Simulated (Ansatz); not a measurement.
# CH₉NSi₃ (SMILES [SiH3][SiH]1NC[SiH2]1): what the fields show

Input file:

```
crystal:
  periodic: [false, false, false]
  atoms:
    - { symbol: Si, position_ang: [-1.4698, 1.0963, 1.2166] }
    - { symbol: Si, position_ang: [-0.135, 0.8564, -0.5752] }
    - { symbol: "N", position_ang: [-0.2845, -0.6135, -1.4488] }
    - { symbol: C, position_ang: [0.6695, -1.5205, -0.6277] }
    - { symbol: Si, position_ang: [1.7688, -0.1362, 0.0097] }
    - { symbol: H, position_ang: [-1.074, 2.2964, 2.0497] }
    - { symbol: H, position_ang: [-2.8827, 1.4115, 0.7548] }
    - { symbol: H, position_ang: [-1.5091, -0.0663, 2.0421] }
    - { symbol: H, position_ang: [-0.0489, 2.0022, -1.4991] }
    - { symbol: H, position_ang: [-1.2078, -0.9261, -1.5631] }
    - { symbol: H, position_ang: [1.1185, -2.2837, -1.1923] }
    - { symbol: H, position_ang: [0.0871, -2.0306, 0.2102] }
    - { symbol: H, position_ang: [2.0155, -0.22, 1.4683] }
    - { symbol: H, position_ang: [2.9395, 0.1047, -0.8164] }
basis:
  gaussian: { orbitals: def2-SVP }
hamiltonian:
  xc: b3lyp
  dispersion: d4
relax:
  f_tol: 0.015
  max_steps: 40
output:
  orbitals: {}
```

Launched as:

```sh
ansatz run input.yaml --threads 2 --pin off --max-ram 3072MiB --backend cpu --events-out ev --progress --plain --runs-dir out
```

The fields are those of the run's last geometry, not of the input's.

All numbers below come from RKS B3LYP-D4/def2-SVP (Ansatz).

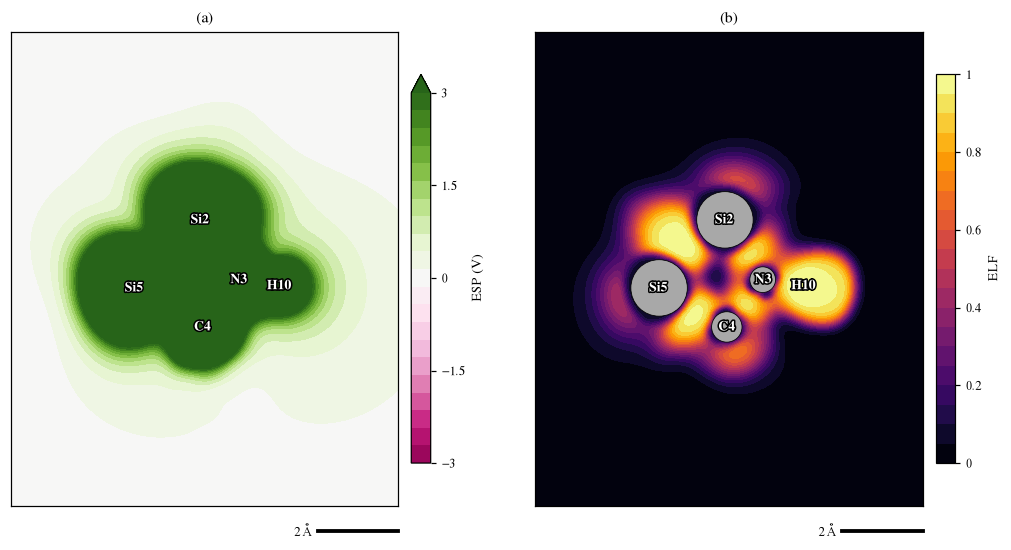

Figure 1. (a) molecular electrostatic potential; (b) electron localisation function on the plane of atoms N3, C4 and Si5. Grey discs cover the atomic cores in the ELF map.

Read the bonding off the picture.

Answer. The plane passes through Si, N, C and H nuclei. C–N (1.47 Å): the ELF peaks at about 0.90 between the atoms; a shared electron pair. Si–N (1.75 Å): the ELF peaks at about 0.90 between the atoms: a polar covalent bond. C–Si (1.94 Å): the ELF peaks at about 0.95 between the atoms: localised, covalent bonding. Si–Si (2.35 Å): the ELF peaks at about 0.95 between the atoms (a covalent bond). N–H (1.02 Å): the ELF climbs to about 1 towards the hydrogen, as it does in any bond to H: a covalent bond by its length. The potential has no marked negative region in this plane.

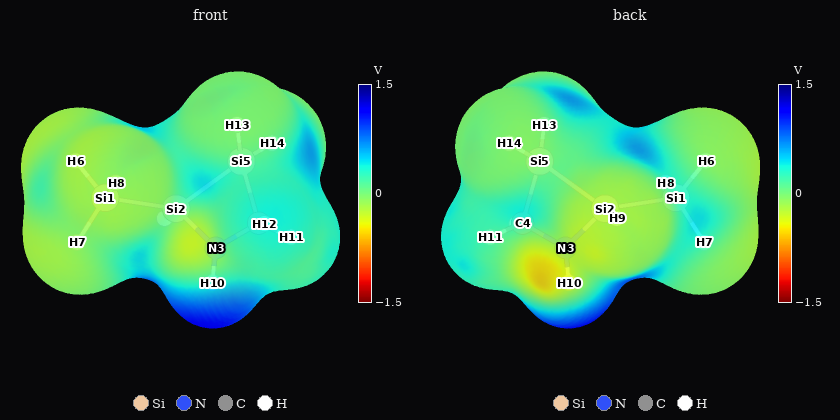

Figure 2. The molecular electrostatic potential painted on the density surface at 0.001 e/bohr³, seen from the front and from behind; the colour scale runs from red (negative) to blue (positive).

Where is the surface potential most negative and most positive?

Answer. The most negative region (about −0.5 V) lies over N3, the most positive (about +1.1 V) over H10.

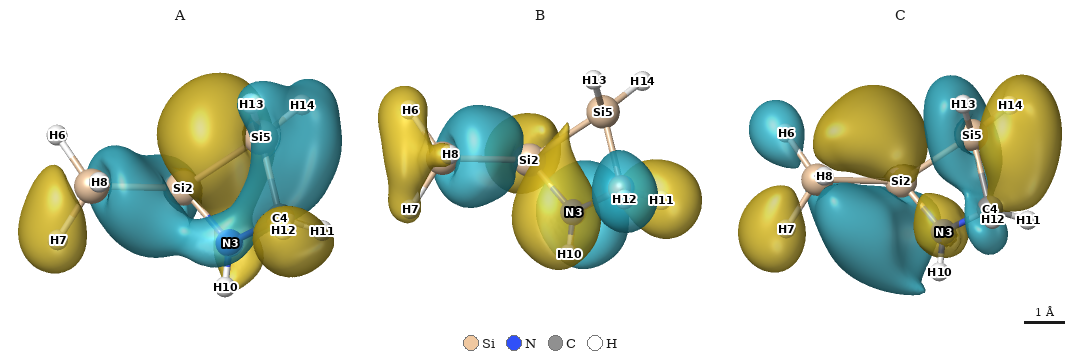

Figure 3. Three frontier orbitals at ±0.06 Å⁻³ᐟ² (yellow and cyan are the two phases), in no order.

Which picture is the HOMO−1, the HOMO and the LUMO?

Answer. A is the HOMO−1 (−7.23 eV). Its weight (Hirshfeld) is mainly on Si5 (about 30 %), Si2 (about 30 %), C4 (about 10 %) and Si1 (about 10 %). B is the HOMO (−6.17 eV). Its weight (Hirshfeld) is mainly on N3 (about 50 %), Si2 (about 10 %), Si1 (about 10 %) and C4 (about 10 %). C is the LUMO (−0.47 eV). By Hirshfeld shares it lies mainly on Si2 (about 35 %), Si1 (about 20 %) and Si5 (about 20 %).

What is the HOMO–LUMO gap?

Answer. 5.70 eV between the orbital energies.
